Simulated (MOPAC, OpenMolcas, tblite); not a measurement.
**A ladder of methods for C2H5Si (SMILES [H]/[C]=C/[SiH3])**

The species is C2H5Si (8 atoms), meant as a doublet with charge 0. SMILES: `[H]/[C]=C/[SiH3]`. The shape is that of a GFN2-xTB optimisation.

Each level gives the dipole moment (D). The values are calculated.

```tsv
level	kind	program	value (D)	CPU time
AM1	semi-empirical	MOPAC	0.14	under 2 s
GFN2-xTB	semi-empirical	tblite	0.08	under 2 s
PM6	semi-empirical	MOPAC	0.13	under 2 s
IPEA1-xTB	semi-empirical	tblite	1.14	under 2 s
UHF/STO-3G	Hartree–Fock	OpenMolcas	0.21	1.9 s
UHF/3-21G	Hartree–Fock	OpenMolcas	0.57	2 s
UHF/def2-SVP	Hartree–Fock	OpenMolcas	0.52	4.8 s
UHF/pcseg-1	Hartree–Fock	OpenMolcas	0.43	5 s
USVWN5/def2-SVPD	LDA	OpenMolcas	0.41	43 s
UPBE/STO-3G	GGA	OpenMolcas	0.16	13 s
```

The values span 0.08 to 1.14 D. Spin contamination of the reference (⟨S²⟩ at least 0.1 too high) touches UHF/STO-3G, UHF/3-21G, UHF/def2-SVP, UHF/pcseg-1. Magnitudes only: a small dipole may point the other way at some levels. Sets without polarisation functions give poor dipoles. Times are those of the runs behind each value, whatever else they computed, on shared processors of several kinds: orders of magnitude only.

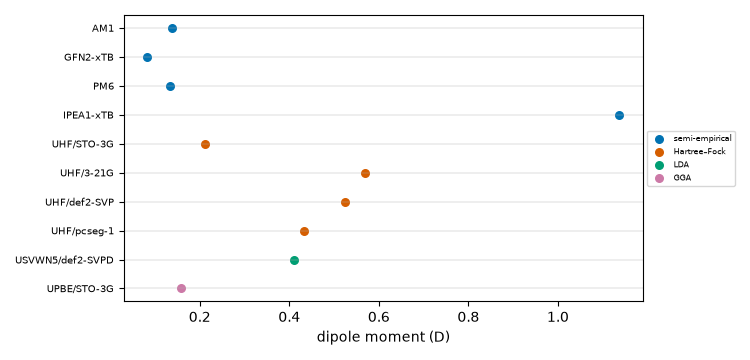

The values of the table, level by level.
